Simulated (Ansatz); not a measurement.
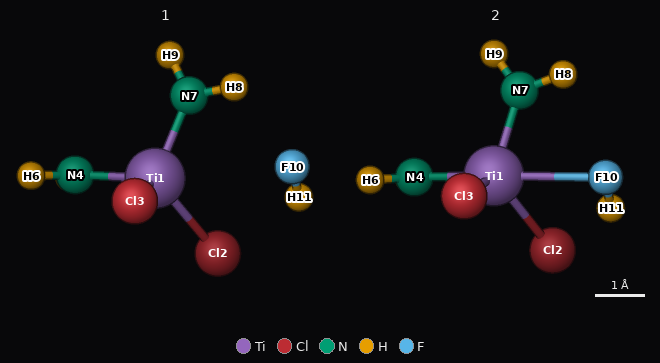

Two geometries of TiN2H5Cl2F, drawn at one scale. One is the start of a relaxation, the other its converged end. A ball-and-stick model, seen at a tilt.

These are results of RKS BLYP-D4/def2-SVP in Ansatz 0.2.0, not measurements. (no spin polarisation; force threshold 0.03 eV/Å; at most 50 steps)

Which geometry has the lower energy?

Structure 2 is the relaxed one. The run prepares an end point of a later path (reaction) calculation, from a guessed geometry. The energy falls by 3.56 kcal/mol in 10 geometry steps. Largest force component: 0.69 eV/Å at the start, 0.0099 eV/Å at the end. The largest move after the best rigid fit is that of an H atom, 0.47 Å. By element the largest moves are H 0.47 Å, F 0.42 Å, Ti 0.21 Å, N 0.20 Å, Cl 0.12 Å. Among the contacts that change: F–Ti 3.027 → 2.457 Å, Cl–H 2.562 → 2.033 Å, H–Ti 3.023 → 2.512 Å, F–H 0.936 → 0.970 Å. New bonds form, among them: F–Ti (3.03 → 2.46 Å). Among the angles between lasting bonds that change: Cl–Ti–N 106.7° → 101.1°, Cl–Ti–Cl 116.6° → 122.2°, Cl–Ti–N 106.0° → 101.4°. Cost: 27 s on 4 threads of Arm Neoverse V1, with other jobs on the host, peak memory 0.22 GiB.

Limits of the set-up: the start holds two separate molecules, 2.2 Å apart at their closest, whose relative position is a soft coordinate.
